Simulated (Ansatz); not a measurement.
The calculation's input:

```
crystal:
  periodic: [false, false, false]
  atoms:
    - { symbol: B, position_ang: [-0.012131, 0.408293, 0.022975] }
    - { symbol: F, position_ang: [0.013406, 1.027309, 1.191834] }
    - { symbol: H, position_ang: [1.03604, 0.238096, -0.553694] }
    - { symbol: H, position_ang: [-1.083051, 0.17199, -0.480154] }
    - { symbol: Si, position_ang: [0.10538, -2.573971, 1.046334] }
    - { symbol: H, position_ang: [-0.693095, -3.015548, -0.131044] }
    - { symbol: H, position_ang: [1.528102, -2.961967, 0.858642] }
    - { symbol: H, position_ang: [-0.446164, -3.169597, 2.299657] }
    - { symbol: H, position_ang: [0.035813, -1.109005, 1.20285] }
basis:
  gaussian: { orbitals: def2-SVP }
hamiltonian:
  xc: b3lyp
  dispersion: d4
relax:
  f_tol: 0.03
  max_steps: 50
output:
  orbitals: {}
```

Run with:

```sh
ansatz run input.yaml --threads 1 --pin off --max-ram 2048MiB --backend cpu --events-out ev --progress --plain --runs-dir out
```

The fields are those of the run's last geometry, not of the input's.

The calculation used RKS B3LYP-D4/def2-SVP in Ansatz.

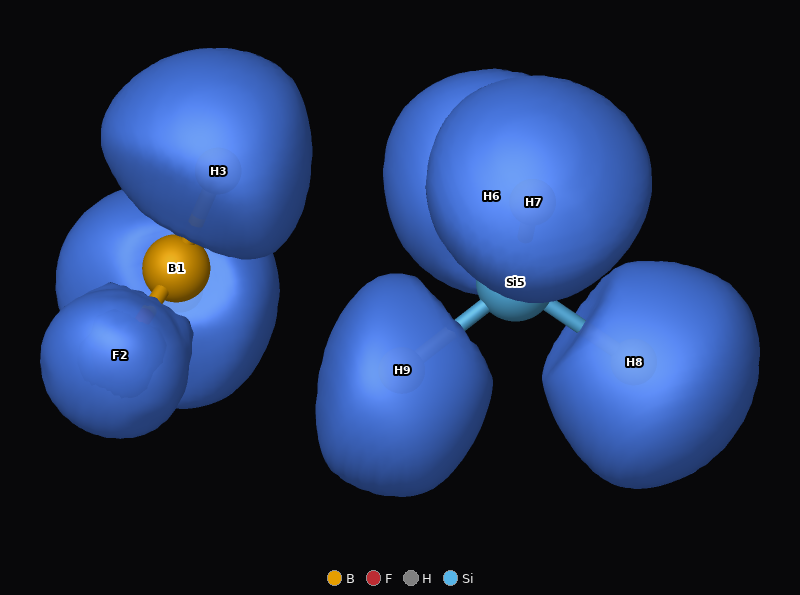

BFH2···SiH4. Isosurface of the electron localisation function at 0.75 (blue), seen from one side. Only the valence region is drawn (cores and ρ < 0.01 e/Å³ removed).

**What do the ELF domains correspond to?**

The surface consists of six regions around hydrogen nuclei and one region on F in which the atom's valence shell and bonds are merged.

Values along the shortest contacts:
B1···H9 (2.56 Å): the ELF climbs to about 1 towards the hydrogen, as it does in any bond to H. B–F (1.32 Å): the ELF peaks at about 0.85 between the atoms (a polar covalent bond).
